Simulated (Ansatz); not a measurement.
**BO (sextet): wave-function methods side by side, cc-pVDZ**

How much of the correlation energy of BO (sextet) does each wave-function method recover here?

Computed with Ansatz 0.2.0, Gaussian basis. Level: cc-pVDZ, core rule «outside noble gas», up to 2 orbitals frozen.

The runs, in order: UHF; CCSD(T) on ROHF; CCSD(T) on UHF; BCCD(T) on ROHF; CISD as a restricted active space (open shells left free, so some higher excitations enter); CCSDT(Q) on ROHF; CCSDT(Q) on UHF; CASSCF and MRCISD+Q, 9 electrons in 8 orbitals; CASSCF and NEVPT2, 9 electrons in 8 orbitals.

21 further runs of the same task are left out: 2 for a known fault of the program, 8 that didn't finish, 11 set aside as unsound or not needed. Runs told in other sessions of the task aren't counted.

### Step 1. What is computed

The geometry is a PBE0/def2-TZVP stationary point (not a proven minimum) of the parent state, kept for this charge and spin.

2 atoms, charge 0, spin multiplicity 6.

Atoms are counted from 1 here; the program's logs count them from 0.

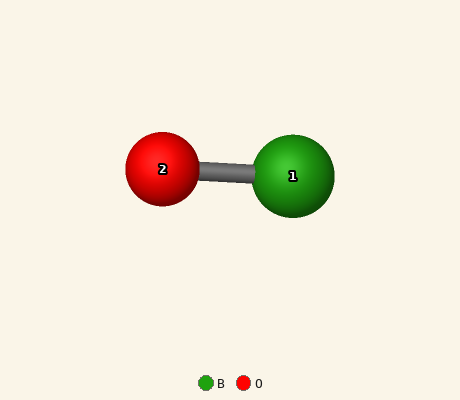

The structure; boron green, oxygen red; atoms are numbered from 1 in the order of the file.

In the tables R marks a restricted open-shell determinant and U an unrestricted one; 'valence' is the active space of 9 electrons in 8 orbitals; energies count from the table's Hartree-Fock row.

### Step 2. UHF

The input, in.yaml:

```yaml
crystal:
  periodic: [false, false, false]
  atoms:
    - {symbol: B, position_ang: [0.000000, 0.000000, 0.000000]}
    - {symbol: O, position_ang: [0.000000, 0.000000, 1.403204]}
basis:
  gaussian: {orbitals: cc-pVDZ}
magnetization: {spin_polarized: true, initial_magnetization: 5}
hamiltonian: {xc: hf}
output: {orbitals: {seedname: orbitals}}
```

On the command line:

```
$ ansatz run in.yaml --threads 1 --pin off --events-out ev --progress --plain --max-ram 2393MiB
```

Standard output:

```text
Functional definition: HF
  name "HF"
  cite "Fock, Z. Phys. 61, 126 (1930) doi:10.1007/BF01340294"
  parent pbe
  exchange = exact_x
  correlation = 0
262 factors; integrals over basis functions are off by at most 6.7e-4 eV
mean field evaluation 1: about -2693.5652 eV, gradient 2.4e1 eV
mean field evaluation 2: about -2693.5685 eV, gradient 2.4e1 eV
mean field evaluation 4: about -2699.0477 eV, gradient 4.4e0 eV
mean field evaluation 8: about -2699.3361 eV, gradient 8.3e-2 eV
mean field evaluation 16: about -2699.3362 eV, gradient 8.7e-5 eV
mean field -2699.33615481 eV, -99.1987740134 hartree, gradient 8.7e-5 eV, S^2 8.756989; 0 other end points of the search recorded, 0 dependent functions left out
reference -2699.33615481 eV, -99.1987740134 hartree; 9, 4 occupied and 19, 24 virtual orbitals, 262 factors
Total energy: -2699.33615481 eV, -99.1987740134 hartree
```

Wall time 0.12 s (1 thread of Arm Neoverse V2, shared host).

From the report: ⟨S²⟩ of the determinant 8.757 (pure sextet: 8.75).

### Step 3. CCSD(T) on ROHF

The input, in.yaml:

```yaml
crystal:
  periodic: [false, false, false]
  atoms:
    - {symbol: B, position_ang: [0.000000, 0.000000, 0.000000]}
    - {symbol: O, position_ang: [0.000000, 0.000000, 1.403204]}
basis:
  gaussian: {orbitals: cc-pVDZ}
magnetization: {spin_polarized: false, initial_magnetization: 5}
correlation: {method: ccsd_t, electrons: outside_noble_gas}
```

Launched as before.

Standard output (excerpt; [...] marks lines left out):

```text
Functional definition: HF
  name "HF"
  cite "Fock, Z. Phys. 61, 126 (1930) doi:10.1007/BF01340294"
  parent pbe
[...]
262 factors; integrals over basis functions are off by at most 6.7e-4 eV
[...]
mean field -2699.16190262 eV, -99.1923703635 hartree, gradient 1.1e-6 eV, S^2 8.750000; 3 other end points of the search recorded, 0 dependent functions left out
[...]
determinant -2699.16190262 eV, -99.1923703635 hartree, with singles and doubles -2703.27729719 eV, -99.3436083247 hartree
determinant -2696.74012562 eV, -99.1033717005 hartree, with singles and doubles -2700.78602382 eV, -99.2520557170 hartree
2 core orbitals not correlated: weight in the atoms' cores, before any rotation towards them, 1.000 or more for the frozen orbitals, at most 0.000 for the correlated occupied ones
reference -2699.16190262 eV, -99.1923703635 hartree; 7, 2 occupied and 19, 24 virtual orbitals, 262 factors
second order -3.39344079 eV of doubles, -0.12234946 eV of singles
cycle   1  -4.11536596 eV  change    2.9e-5 eV  update   3.2e-4
[...]
cycle   6  -4.11544466 eV  change   -7.6e-6 eV  update   1.5e-6
perturbative correction -0.05209197 eV, -0.0019143447 hartree
Total energy: -2703.32943925 eV, -99.3455245099 hartree
```

It took 0.51 s on 1 thread of Arm Neoverse V2, shared host.

From the report: correlation -4.1675 eV; T1 0.013; largest double amplitude 0.06.

### Step 4. CCSD(T) on UHF

in.yaml, as its differences from that of step 3:

```diff
@@ -7,3 +7,3 @@
   gaussian: {orbitals: cc-pVDZ}
-magnetization: {spin_polarized: false, initial_magnetization: 5}
+magnetization: {spin_polarized: true, initial_magnetization: 5}
 correlation: {method: ccsd_t, electrons: outside_noble_gas}
```

Launched as before.

Standard output (excerpt; [...] marks lines left out):

```text
Functional definition: HF
  name "HF"
  cite "Fock, Z. Phys. 61, 126 (1930) doi:10.1007/BF01340294"
  parent pbe
[...]
262 factors; integrals over basis functions are off by at most 6.7e-4 eV
[...]
mean field -2699.33615481 eV, -99.1987740134 hartree, gradient 2.0e-6 eV, S^2 8.756989; 3 other end points of the search recorded, 0 dependent functions left out
determinant -2699.33615481 eV, -99.1987740134 hartree, with singles and doubles -2703.28117685 eV, -99.3437508995 hartree
determinant -2696.89724993 eV, -99.1091459123 hartree, with singles and doubles -2700.78985480 eV, -99.2521965027 hartree
2 core orbitals not correlated: weight in the atoms' cores, before any rotation towards them, 1.000 or more for the frozen orbitals, at most 0.000 for the correlated occupied ones
reference -2699.33615481 eV, -99.1987740134 hartree; 7, 2 occupied and 19, 24 virtual orbitals, 262 factors
second order -3.33833074 eV of doubles, -0.00000000 eV of singles
cycle   1  -3.94501138 eV  change    1.1e-5 eV  update   3.3e-4
[...]
cycle   6  -3.94508255 eV  change   -5.0e-6 eV  update   1.2e-6
perturbative correction -0.05079653 eV, -0.0018667380 hartree
Total energy: -2703.33203388 eV, -99.3456198610 hartree
```

Wall time 0.45 s (1 thread of Arm Neoverse V2, shared host).

From the report: ⟨S²⟩ of the determinant 8.757 (pure sextet: 8.75); correlation -3.9959 eV; T1 0.008; largest double amplitude 0.06.

### Step 5. BCCD(T) on ROHF

The input, in.yaml:

```yaml
crystal:
  periodic: [false, false, false]
  atoms:
    - {symbol: B, position_ang: [0.000000, 0.000000, 0.000000]}
    - {symbol: O, position_ang: [0.000000, 0.000000, 1.403204]}
basis:
  gaussian: {orbitals: cc-pVDZ}
magnetization: {spin_polarized: false, initial_magnetization: 5}
correlation: {method: bccd_t, electrons: outside_noble_gas}
```

The command is unchanged.

Standard output (excerpt; [...] marks lines left out):

```text
Functional definition: HF
  name "HF"
  cite "Fock, Z. Phys. 61, 126 (1930) doi:10.1007/BF01340294"
  parent pbe
[...]
262 factors; integrals over basis functions are off by at most 6.7e-4 eV
[...]
mean field -2699.16190262 eV, -99.1923703635 hartree, gradient 1.1e-6 eV, S^2 8.750000; 3 other end points of the search recorded, 0 dependent functions left out
[...]
determinant -2699.16190262 eV, -99.1923703635 hartree, with singles and doubles -2703.27729719 eV, -99.3436083247 hartree
determinant -2696.74012562 eV, -99.1033717005 hartree, with singles and doubles -2700.78602382 eV, -99.2520557170 hartree
2 core orbitals not correlated: weight in the atoms' cores, before any rotation towards them, 1.000 or more for the frozen orbitals, at most 0.000 for the correlated occupied ones
reference -2699.16190262 eV, -99.1923703635 hartree; 7, 2 occupied and 19, 24 virtual orbitals, 262 factors
second order -3.39344079 eV of doubles, -0.12234946 eV of singles
cycle   1  -4.11521103 eV  change    1.8e-4 eV  update   2.6e-3
[...]
cycle   7  -4.11414147 eV  change   -3.0e-6 eV  update   4.6e-6
perturbative correction -0.05337615 eV, -0.0019615374 hartree
Total energy: -2703.32942024 eV, -99.3455238113 hartree
```

Run time: 0.57 s. Hardware: 1 thread of Arm Neoverse V2, shared host.

From the report: correlation -4.1675 eV; largest double amplitude 0.06.

### Step 6. CISD as a restricted active space (open shells left free, so some higher excitations enter)

in.yaml, as its differences from that of step 5:

```diff
@@ -8,2 +8,2 @@
 magnetization: {spin_polarized: false, initial_magnetization: 5}
-correlation: {method: bccd_t, electrons: outside_noble_gas}
+correlation: {active_space: {ras: {orbitals: [2, 5, 19], electrons: 9, max_holes: 2, max_particles: 2}, fixed_orbitals: true}}
```

Launched as before.

Standard output:

```text
Functional definition: HF
  name "HF"
  cite "Fock, Z. Phys. 61, 126 (1930) doi:10.1007/BF01340294"
  parent pbe
  exchange = exact_x
  correlation = 0
262 factors; integrals over basis functions are off by at most 6.7e-4 eV
mean field evaluation 1: about -2694.7504 eV, gradient 2.8e1 eV
mean field evaluation 2: about -2694.7534 eV, gradient 2.8e1 eV
mean field evaluation 4: about -2699.1216 eV, gradient 2.5e0 eV
mean field evaluation 8: about -2699.1618 eV, gradient 1.1e-1 eV
mean field evaluation 16: about -2696.7401 eV, gradient 7.1e-5 eV
mean field -2699.16190262 eV, -99.1923703635 hartree, gradient 1.1e-6 eV, S^2 8.750000; 3 other end points of the search recorded, 0 dependent functions left out
reference -2699.16190262 eV, -99.1923703635 hartree; 9, 4 occupied and 19, 24 virtual orbitals, 262 factors
state -2703.17963252 eV, -99.3400192142 hartree
Total energy: -2703.17963252 eV, -99.3400192142 hartree
```

It took 1.2 s on 1 thread of Arm Neoverse V2, shared host.

From the report: 18,160 determinants.

### Step 7. CCSDT(Q) on ROHF

in.yaml, as its differences from that of step 6:

```diff
@@ -8,2 +8,2 @@
 magnetization: {spin_polarized: false, initial_magnetization: 5}
-correlation: {active_space: {ras: {orbitals: [2, 5, 19], electrons: 9, max_holes: 2, max_particles: 2}, fixed_orbitals: true}}
+correlation: {method: ccsdt_q, electrons: outside_noble_gas}
```

Launched as before.

Standard output (excerpt; [...] marks lines left out):

```text
Functional definition: HF
  name "HF"
  cite "Fock, Z. Phys. 61, 126 (1930) doi:10.1007/BF01340294"
  parent pbe
[...]
464 factors; integrals over basis functions are off by at most 1.7e-7 eV
[...]
mean field -2699.16194705 eV, -99.1923719964 hartree, gradient 1.1e-6 eV, S^2 8.750000; 3 other end points of the search recorded, 0 dependent functions left out
[...]
determinant -2699.16194705 eV, -99.1923719964 hartree, with singles and doubles -2703.27734682 eV, -99.3436101484 hartree
determinant -2696.74017373 eV, -99.1033734685 hartree, with singles and doubles -2700.78607889 eV, -99.2520577406 hartree
2 core orbitals not correlated: weight in the atoms' cores, before any rotation towards them, 1.000 or more for the frozen orbitals, at most 0.000 for the correlated occupied ones
reference -2699.16194705 eV, -99.1923719964 hartree; 7, 2 occupied and 19, 24 virtual orbitals, 464 factors
second order -3.39345084 eV of doubles, -0.12234912 eV of singles
cycle   1  -3.96939352 eV  change   -4.5e-1 eV  update   4.1e-2
[...]
cycle  15  -4.17756338 eV  change    2.7e-7 eV  update   2.0e-7
perturbative correction -0.00182780 eV, -0.0000671705 hartree
Total energy: -2703.34133823 eV, -99.3459617894 hartree
```

Run time: 3.3 s. Hardware: 1 thread of Arm Neoverse V2, shared host.

From the report: correlation -4.1794 eV; T1 0.013; largest double amplitude 0.06.

### Step 8. CCSDT(Q) on UHF

in.yaml, as its differences from that of step 7:

```diff
@@ -7,3 +7,3 @@
   gaussian: {orbitals: cc-pVDZ}
-magnetization: {spin_polarized: false, initial_magnetization: 5}
+magnetization: {spin_polarized: true, initial_magnetization: 5}
 correlation: {method: ccsdt_q, electrons: outside_noble_gas}
```

Launched as before.

Standard output (excerpt; [...] marks lines left out):

```text
Functional definition: HF
  name "HF"
  cite "Fock, Z. Phys. 61, 126 (1930) doi:10.1007/BF01340294"
  parent pbe
[...]
464 factors; integrals over basis functions are off by at most 1.7e-7 eV
[...]
mean field -2699.33619903 eV, -99.1987756386 hartree, gradient 2.0e-6 eV, S^2 8.756989; 3 other end points of the search recorded, 0 dependent functions left out
determinant -2699.33619903 eV, -99.1987756386 hartree, with singles and doubles -2703.28122647 eV, -99.3437527230 hartree
determinant -2696.89729845 eV, -99.1091476954 hartree, with singles and doubles -2700.78990994 eV, -99.2521985291 hartree
2 core orbitals not correlated: weight in the atoms' cores, before any rotation towards them, 1.000 or more for the frozen orbitals, at most 0.000 for the correlated occupied ones
reference -2699.33619903 eV, -99.1987756386 hartree; 7, 2 occupied and 19, 24 virtual orbitals, 464 factors
second order -3.33834049 eV of doubles, -0.00000000 eV of singles
cycle   1  -3.78749647 eV  change   -4.5e-1 eV  update   4.2e-2
[...]
cycle  15  -4.00571183 eV  change    2.8e-7 eV  update   2.1e-7
perturbative correction -0.00187074 eV, -0.0000687486 hartree
Total energy: -2703.34378160 eV, -99.3460515816 hartree
```

Wall time 3.1 s (1 thread of Arm Neoverse V2, shared host).

From the report: ⟨S²⟩ of the determinant 8.757 (pure sextet: 8.75); correlation -4.0076 eV; T1 0.008; largest double amplitude 0.06.

### Step 9. CASSCF and MRCISD+Q, 9 electrons in 8 orbitals

The input, in.yaml:

```yaml
crystal:
  periodic: [false, false, false]
  atoms:
    - {symbol: B, position_ang: [0.000000, 0.000000, 0.000000]}
    - {symbol: O, position_ang: [0.000000, 0.000000, 1.403204]}
basis:
  gaussian: {orbitals: cc-pVDZ}
magnetization: {spin_polarized: false, initial_magnetization: 5}
correlation: {method: fic_mrcisd_q, electrons: outside_noble_gas, active_space: {window: {electrons: 9, orbitals: 8}, shells: [{species: B, l: s, shell: 2}, {species: B, l: p, shell: 2}, {species: O, l: s, shell: 2}, {species: O, l: p, shell: 2}]}}
```

Same command.

Standard output (excerpt; [...] marks lines left out):

```text
Functional definition: HF
  name "HF"
  cite "Fock, Z. Phys. 61, 126 (1930) doi:10.1007/BF01340294"
  parent pbe
[...]
464 factors; integrals over basis functions are off by at most 1.7e-7 eV
[...]
mean field -2699.16194705 eV, -99.1923719964 hartree, gradient 1.1e-6 eV, S^2 8.750000; 3 other end points of the search recorded, 0 dependent functions left out
reference -2699.16194705 eV, -99.1923719964 hartree; 9, 4 occupied and 19, 24 virtual orbitals, 464 factors
state -2699.66723554 eV, -99.2109410061 hartree
contracted CI cycle   1: correlation 0.00000000 eV, 0.0000000000 hartree, residual 1.98e1 eV
contracted CI cycle   2: correlation -3.42626375 eV, -0.1259128706 hartree, residual 3.03e0 eV
contracted CI cycle   3: correlation -3.52729267 eV, -0.1296256147 hartree, residual 6.12e-1 eV
contracted CI cycle   4: correlation -3.53209528 eV, -0.1298021074 hartree, residual 1.48e-1 eV
contracted CI cycle   5: correlation -3.53236250 eV, -0.1298119275 hartree, residual 3.31e-2 eV
contracted CI cycle   6: correlation -3.53237584 eV, -0.1298124178 hartree, residual 8.08e-3 eV
contracted CI cycle   7: correlation -3.53237662 eV, -0.1298124466 hartree, residual 1.81e-3 eV
contracted CI cycle   8: correlation -3.53237666 eV, -0.1298124480 hartree, residual 4.05e-4 eV
state -2699.66723554 eV, -99.2109410061 hartree; corrected -2703.34294659 eV, -99.3460208954 hartree
Total energy: -2703.34294659 eV, -99.3460208954 hartree
Checks for a lower state left out: starts, orbital_swaps
```

Wall time 0.96 s (1 thread of Arm Neoverse V2, shared host).

From the report: 64 determinants; active occupations 2.00, 1.99, 1.00, 1.00, 1.00, 1.00, 1.00, 0.01.

### Step 10. CASSCF and NEVPT2, 9 electrons in 8 orbitals

The input, in.yaml:

```yaml
crystal:
  periodic: [false, false, false]
  atoms:
    - {symbol: B, position_ang: [0.000000, 0.000000, 0.000000]}
    - {symbol: O, position_ang: [0.000000, 0.000000, 1.403204]}
basis:
  gaussian: {orbitals: cc-pVDZ}
magnetization: {spin_polarized: false, initial_magnetization: 5}
correlation: {method: sc_nevpt2, electrons: outside_noble_gas, active_space: {window: {electrons: 9, orbitals: 8}, shells: [{species: B, l: s, shell: 2}, {species: B, l: p, shell: 2}, {species: O, l: s, shell: 2}, {species: O, l: p, shell: 2}]}}
```

The command is unchanged.

Standard output:

```text
Functional definition: HF
  name "HF"
  cite "Fock, Z. Phys. 61, 126 (1930) doi:10.1007/BF01340294"
  parent pbe
  exchange = exact_x
  correlation = 0
464 factors; integrals over basis functions are off by at most 1.7e-7 eV
mean field evaluation 1: about -2694.7504 eV, gradient 2.8e1 eV
mean field evaluation 2: about -2694.7535 eV, gradient 2.8e1 eV
mean field evaluation 4: about -2699.1216 eV, gradient 2.5e0 eV
mean field evaluation 8: about -2699.1619 eV, gradient 1.1e-1 eV
mean field evaluation 16: about -2696.7402 eV, gradient 7.1e-5 eV
mean field -2699.16194705 eV, -99.1923719964 hartree, gradient 1.1e-6 eV, S^2 8.750000; 3 other end points of the search recorded, 0 dependent functions left out
reference -2699.16194705 eV, -99.1923719964 hartree; 9, 4 occupied and 19, 24 virtual orbitals, 464 factors
state -2699.66723554 eV, -99.2109410061 hartree
state -2699.66723554 eV, -99.2109410061 hartree; corrected -2702.62017236 eV, -99.3194594325 hartree
Total energy: -2702.62017236 eV, -99.3194594325 hartree
Checks for a lower state left out: starts, orbital_swaps
```

Run time: 0.3 s. Hardware: 1 thread of Arm Neoverse V2, shared host.

From the report: 64 determinants; active occupations 2.00, 1.99, 1.00, 1.00, 1.00, 1.00, 1.00, 0.01.

### Step 11. Natural occupations

Natural occupations of the CASSCF valence state about the gap (report; correlated orbitals 1 to 8): 1.998, 1.988, 1.001, 1.001, 1.000, 0.999, 0.999, 0.013. The count of effectively unpaired electrons, Σ n²(2 − n)², is 5.00; a single determinant of this spin has 5.

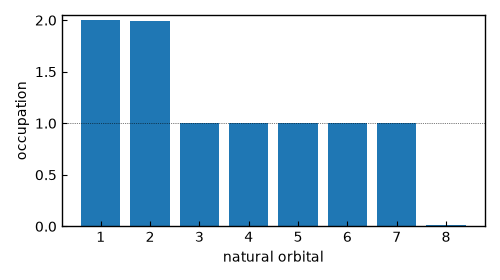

Natural occupations of the CASSCF valence state.

### Step 12. All levels against the top one

The yardstick is UCCSDT(Q), where the cluster series has nearly closed. Rows without a time are mean-field rows or come out of runs for another level: lower rungs of the coupled-cluster runs, CASSCF and MRCISD of the multireference runs, or the Hartree-Fock search.

Differences are taken before rounding.

| method | energy from the lowest ROHF (meV) | from UCCSDT(Q) (meV) | time |
| --- | --- | --- | --- |
| ROHF | 0.0 | +4181.9 |  |
| UHF | -174.3 | +4007.6 |  |
| RMP2 | -3515.8 | +666.1 |  |
| UMP2 | -3512.6 | +669.3 |  |
| CISD | -4017.7 | +164.1 | 1.2 s |
| RCCSD | -4115.4 | +66.4 |  |
| UCCSD | -4119.3 | +62.5 |  |
| RCCSD(T) | -4167.5 | +14.3 | 0.51 s |
| UCCSD(T) | -4170.1 | +11.7 | 0.45 s |
| BCCD(T) | -4167.5 | +14.4 | 0.57 s |
| RCCSDT | -4177.6 | +4.3 |  |
| UCCSDT | -4180.0 | +1.9 |  |
| RCCSDT(Q) | -4179.4 | +2.4 | 3.3 s |
| UCCSDT(Q) | -4181.9 | 0 | 3.1 s |
| CASSCF valence | -505.3 | +3676.5 |  |
| NEVPT2 valence | -3458.3 | +723.6 | 0.3 s |
| MRCISD valence | -4037.7 | +144.2 |  |
| MRCISD+Q valence | -4181.0 | +0.8 | 0.96 s |

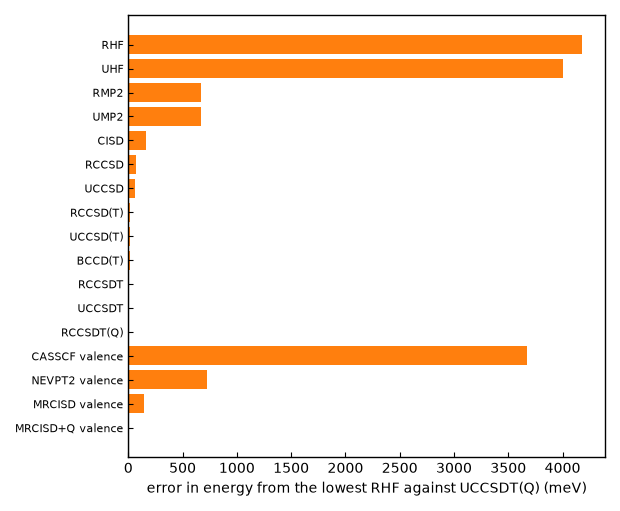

How far each level lands from UCCSDT(Q).

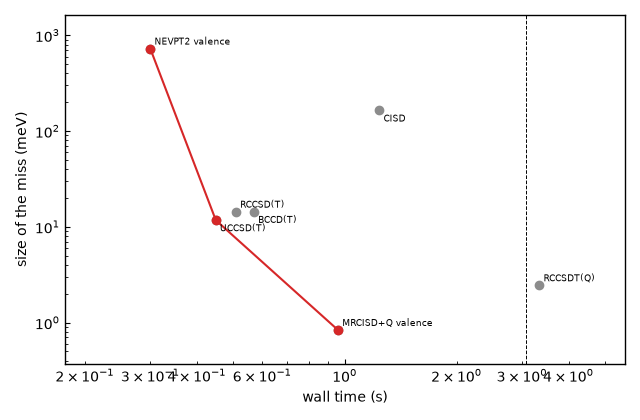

Miss against cost. Red marks the levels that no quicker level drawn beats (of those quicker than the yardstick), and the dashed line is the time of UCCSDT(Q). Times are from a shared host. Runs this short are mostly start-up, so their order is noise.

### Step 13. What came out

```
                         quantity                                                                     value
    UCCSDT(Q) from the ROHF energy                                                                -4.1819 eV
              RMP2 from UCCSDT(Q)                                                                +666.1 meV
              UMP2 from UCCSDT(Q)                                                                +669.3 meV
             RCCSD from UCCSDT(Q)                                                                 +66.4 meV
          RCCSD(T) from UCCSDT(Q)                                                                 +14.3 meV
          UCCSD(T) from UCCSDT(Q)                                                                 +11.7 meV
         RCCSDT(Q) from UCCSDT(Q)                                                                  +2.4 meV
    NEVPT2 valence from UCCSDT(Q)                                                                +723.6 meV
  MRCISD+Q valence from UCCSDT(Q)                                                                  +0.8 meV
levels within 1 kcal/mol (43 meV)  RCCSD(T), UCCSD(T), BCCD(T), RCCSDT, UCCSDT, RCCSDT(Q), MRCISD+Q valence
                    T1 diagnostic                                                                     0.013
   effectively unpaired electrons                                                                      5.00
```

**Reading.** RCCSD(T) lands +14.3 meV from the yardstick (0.3 % of the correlation energy). One determinant dominates. Of the multireference levels listed MRCISD+Q valence comes nearest in total energy (+0.8 meV), which doesn't show that its space is the better one. These misses are within one basis, not against nature; the frozen cores of restricted and unrestricted runs differ, which can shift their rows.

With open shells the CI space here admits some higher excitations, so it is larger than plain CISD.
